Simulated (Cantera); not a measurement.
Input: 1 mol Al, 0.37 mol Cl₂, equilibrated at 7.50e-5 bar.

These are equilibrium values from Cantera (NASA tables, ideal gas, pure condensed phases), not measurements of a reactor. Candidate condensed phases: Al, AlCl₃; 8 gas species. The tables' values for AlCl₂ are old estimates; treat these amounts as uncertain. Equilibrium is a limit: real reactors are often held back by kinetics, nucleation or transport.

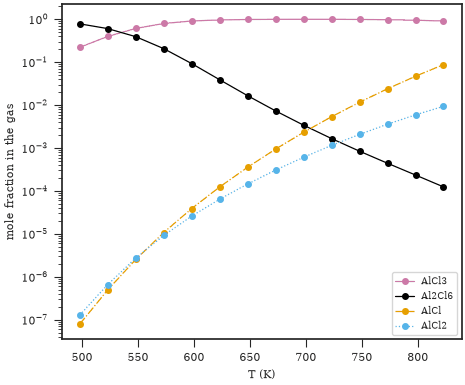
Equilibrium gas composition (values under 1e-9 drawn at 1e-9)

Q: Read off the mole fractions at 748 K.

A: AlCl₃ about 0.99, AlCl about 0.012, AlCl₂ about 0.0021, Al₂Cl₆ about 0.00084.
